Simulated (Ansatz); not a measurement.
How far to go with the k-point mesh: InAs (R3m, 2 atoms in the cell)

```
InAs
1.0
    0.00000     3.02091     3.02091
    3.02091     0.00000     3.02091
    3.02091     3.02091     0.00000
In As
1 1
Direct
  0.00478   0.00478   0.00478
  0.25000   0.25000   0.25000
```

Level of theory: LDA (PW92), PAW files made with PBE (plane waves; Ansatz, an electronic-structure program).

Base settings: basis.ecutwfc = 30.9 Ry; kpoints.mp_grid.grid = 7 7 7; hamiltonian.xc = lda; hamiltonian.pseudopotentials = {kind: paw} (the program's default PAW files); scf.occupations.method = fermi_dirac; scf.occupations.width = 0.0037 Ry.

The second cell is the first with its lattice scaled by 0.98.

Only quantities that move along the ladder and can be compared are tabulated.

The count of work is k-points × plane waves × bands × iterations; it is no time. Core times come from one kind of shared machine, to one figure; runs under 30 s give none.

The starting cell has typed, rounded lattice constants, without a prior relaxation at this level. Its lattice was rescaled by up to half a per cent. One atom was moved a little off its site on purpose. Ansatz's pressure includes its estimate of the finite-basis (Pulay) stress. The run gives no clean gap (levels at the Fermi energy touch, overlap or are partly filled at this smearing), which alone does not show that the compound is a metal.

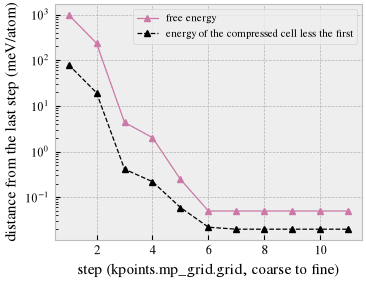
Fig. 1. Distance from the last step along the ladder; very small values are drawn at a floor.

```tsv
kpoints.mp_grid.grid	free energy less the last step's (meV/atom)	energy of the compressed cell less the first (meV/atom)	pressure (GPa)	largest difference of a force vector from the last step's (eV/Å)	count of work / last	core time / last (rough)
2 2 2	988.74	95.12	7.04	0.192	0.0015	–
3 3 3	235.53	34.55	1.37	0.056	0.0022	–
7 7 7	4.35	15.60	-0.38	0.004	0.016	–
8 8 8	2.02	15.41	-0.40	0.002	0.024	–
11 11 11	0.25	15.25	-0.41	0.001	0.053	–
14 14 14	0.03	15.21	-0.41	0.000	0.11	–
17 17 17	0.00	15.19	-0.41	0.000	0.18	–
20 20 20	0.00	15.19	-0.41	0.000	0.29	0.3
23 23 23	0.00	15.19	-0.41	0.000	0.42	0.4
25 25 25	0.00	15.19	-0.41	0.000	0.54	0.5
28 28 28	0.00	15.19	-0.41	0.000	0.75	0.8
31 31 31	0.00	15.19	-0.41	0.000	1.0	1
```

Coarsest kpoints.mp_grid.grid that holds the pressure within 0.1 GPa of the last step, with all finer ones: 7 7 7, at 0.016 of the last step's count of work; the step before is off by 1.8 GPa.

Coarsest kpoints.mp_grid.grid that holds the free energy within 1 meV/atom of the last step, with all finer ones: 11 11 11, at 0.053 of the last step's count of work; the step before is off by 2.0 meV/atom.

Coarsest kpoints.mp_grid.grid that holds the forces within 0.01 eV/Å of the last step, with all finer ones: 7 7 7, at 0.016 of the last step's count of work; the step before is off by 0.056 eV/Å.

The energy difference between the two cells stays within 1 meV/atom of the last step's from 7 7 7 on, the total only from 11 11 11 on: much of the error is common to both cells and cancels.

Keys are those of Ansatz 0.2.
